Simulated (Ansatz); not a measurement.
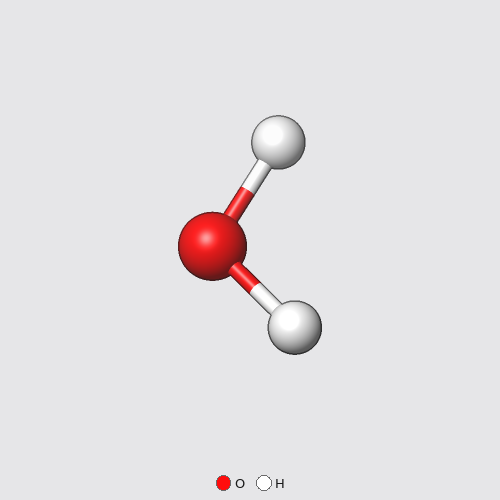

Every bond is drawn as one stick, whatever its order.

Describe the molecule.

Formula H₂O. This geometry has C2v symmetry. Coordination: 1 O bent.

The parts below concern this one geometry. Atoms keep their numbers from picture to picture. Computed geometry: PBE0-D4/def2-TZVP optimisation.

**Dipole moment**

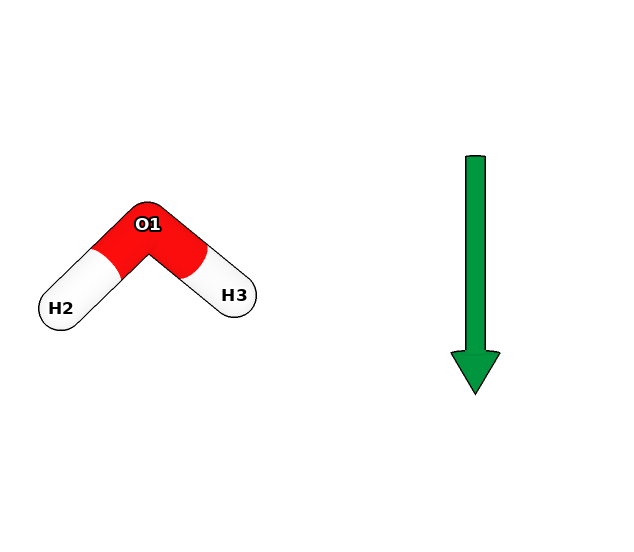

The arrow beside the molecule shows the direction of the dipole moment, from the negative to the positive end (its length means nothing). Properties computed with RKS PBE0-D4/def2-TZVP (Ansatz 0.2.0).

**How large is the dipole moment?**

2.07 D; it points from the side of O1 to the side of H2, H3 (the outermost atoms at the two ends).

**Vibrations**

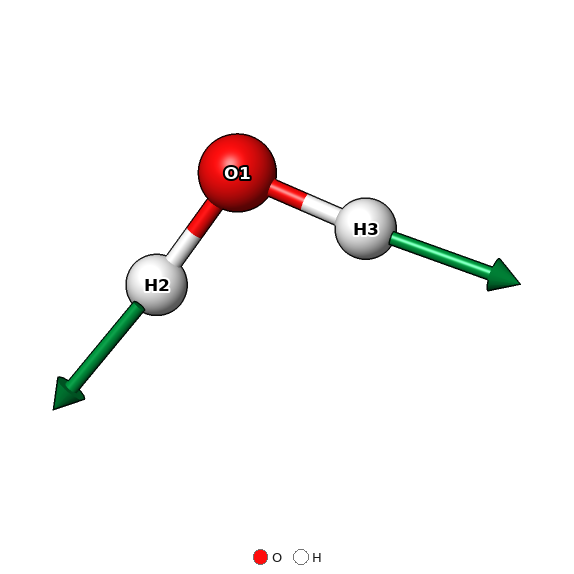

The arrows show one normal mode. Harmonic vibrations computed with RKS PBE0-D4/def2-TZVP (Ansatz 0.2.0) at a stationary point of the same level.

**Describe the motion.**

Mostly in-phase stretching of 2 O–H bonds.

**At what wavenumber does it lie?**

3852 cm⁻¹; it is mode 2 of 3 counted from the lowest.

**Electronic properties**

Method: RKS PBE0-D4/def2-TZVPP (Ansatz 0.2.0).

Predict the main results.

- HOMO energy (Kohn–Sham orbital): −8.90 eV
- LUMO energy (Kohn–Sham orbital): 0.85 eV
- HOMO–LUMO gap: 9.75 eV
